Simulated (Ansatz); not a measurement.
The calculation's input:

```
crystal:
  periodic: [false, false, false]
  atoms:
    - { symbol: Al, position_ang: [-0.191619, -0.135658, 0.306751] }
    - { symbol: Cl, position_ang: [-1.194912, 0.551235, 2.136396] }
    - { symbol: O, position_ang: [1.509085, -0.123968, 0.187328] }
    - { symbol: H, position_ang: [1.925057, -0.38878, -0.642986] }
    - { symbol: O, position_ang: [-1.181998, -0.641215, -0.991893] }
    - { symbol: H, position_ang: [-2.142068, -0.624706, -0.92645] }
    - { symbol: F, position_ang: [1.066655, -0.435509, 3.184454] }
magnetization:
  spin_polarized: true
  initial_magnetization: 1
basis:
  gaussian: { orbitals: cc-pVDZ }
hamiltonian:
  xc: cam_b3lyp
  dispersion: d4
relax:
  f_tol: 0.03
  max_steps: 50
output:
  orbitals: {}
```

Launched as:

```sh
ansatz run input.yaml --threads 4 --pin off --max-ram 5120MiB --backend cpu --events-out ev --progress --plain --runs-dir out
```

The fields are those of the run's last geometry, not of the input's.

The calculation used Ansatz, UKS CAM-B3LYP-D4/cc-pVDZ.

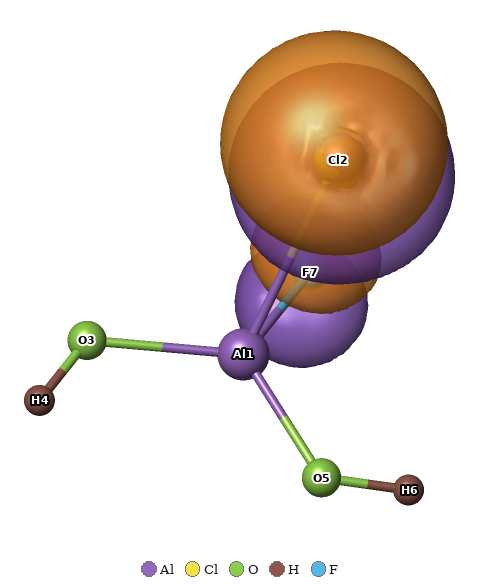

AlClFH2O2 (doublet). The LUMO (β) at ±0.1 Å⁻³ᐟ² (orange and purple are the two phases), seen at a tilt.

> Where does this orbital lie, and at what energy?

By Hirshfeld shares it lies mainly on Cl2 (about 80 %) and F7 (about 20 %). Its energy is −5.20 eV.
